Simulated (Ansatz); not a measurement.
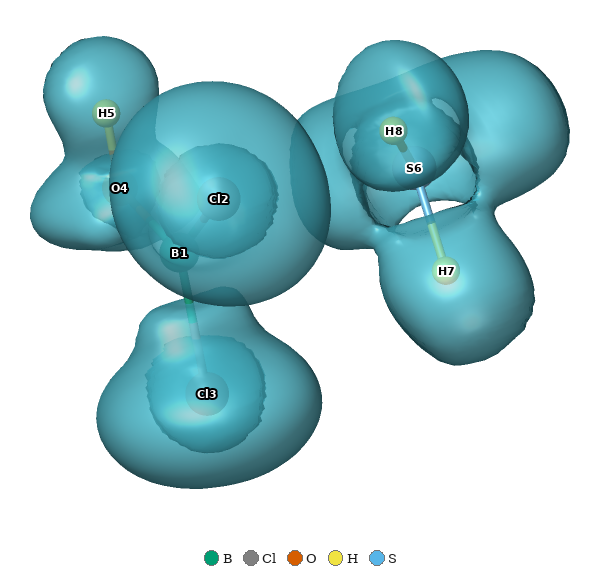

*BCl$_{2}$HO···H$_{2}$S. Isosurface of the electron localisation function at 0.75 (cyan), seen across its widest extent. Core shells and regions of very low density are left out.*

Not at a stationary point (largest force 1.0 eV/Å).

All numbers below come from Ansatz 0.2.0, RKS BHLYP-D4/def2-SVP.

```yaml
atoms:
  - { symbol: B, position_ang: [0.1012, -0.3839, 0.0064] }
  - { symbol: Cl, position_ang: [-0.0647, -0.8352, 1.7726] }
  - { symbol: Cl, position_ang: [1.6875, -0.4105, -0.7230] }
  - { symbol: O, position_ang: [-0.9818, -0.1889, -0.7266] }
  - { symbol: H, position_ang: [-1.8016, -0.2398, -0.2400] }
  - { symbol: S, position_ang: [0.3510, 2.5400, 0.9909] }
  - { symbol: H, position_ang: [1.6439, 2.1982, 1.0930] }
  - { symbol: H, position_ang: [-0.0044, 1.7257, 2.0386] }
```

> Identify the bonds, lone pairs and shells in this picture.

The ELF exceeds this value in two regions on Cl in which the atom's valence shell and bonds are merged, one joined region spread over several atoms (H, O), in which their bonds and any lone pairs are merged and one joined region spread over several atoms (H, S), in which their bonds and any lone pairs are merged. Profiles from the grid: B1···S6 (3.10 Å): the ELF peaks at about 0.90 in the valence shell of S, 0.9 Å from its nucleus, and is about 0.25 at the midpoint. B–O (1.32 Å): the ELF peaks at about 0.90 between the atoms; a polar covalent bond.
